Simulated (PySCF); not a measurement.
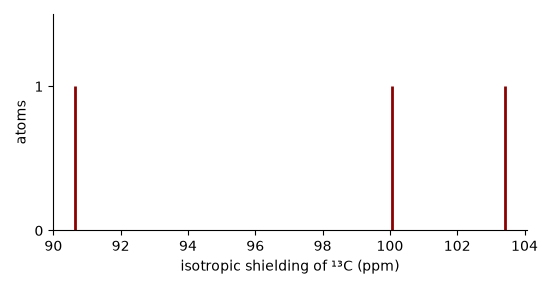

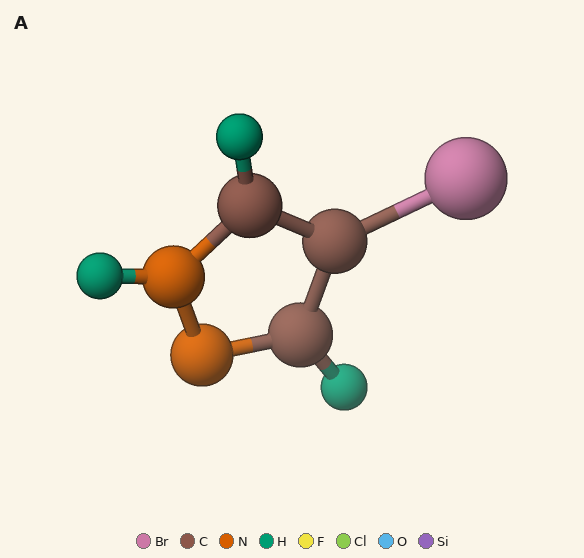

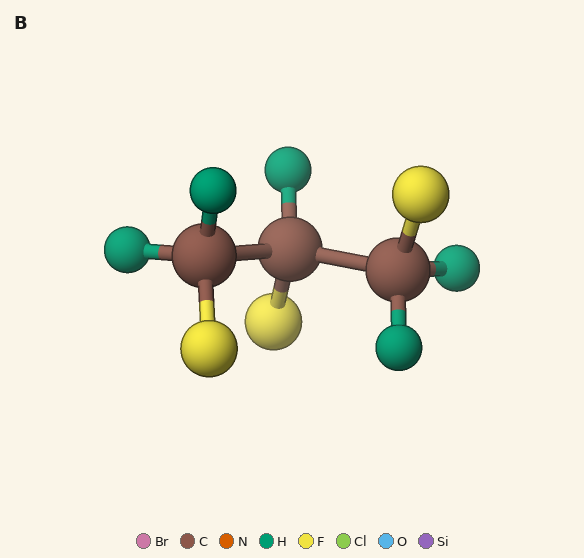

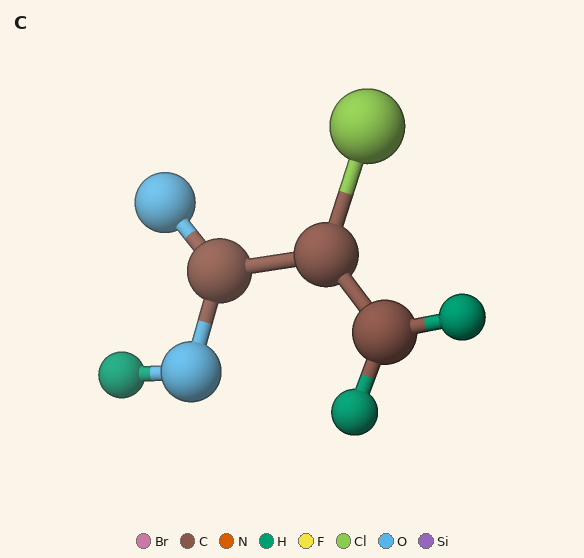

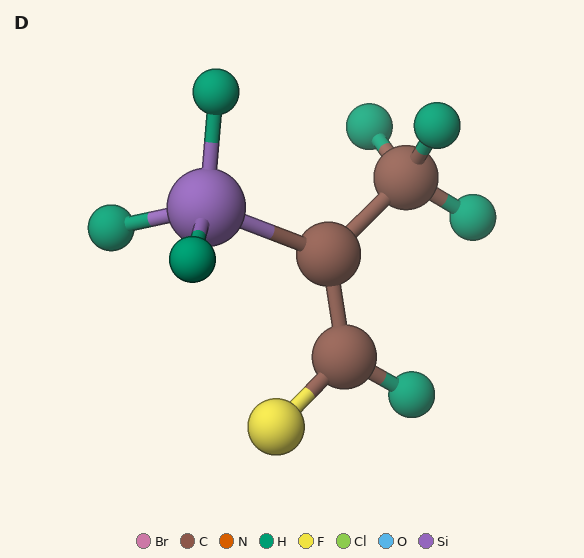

The sticks are computed shieldings of one of the molecules, for one fixed geometry (PBE0-D3(BJ)/def2-SVP) without averaging over rotations. Low shielding means a high chemical shift. Method: GIAO mPW1PW91/pcSseg-2 NMR shielding, non-relativistic, gas phase (PySCF 2.14.0).

### Match the spectrum to a structure.

B, `FCC(F)CF`. Its 3 C atoms give lines at 90.6, 100.1, 103.4 ppm.
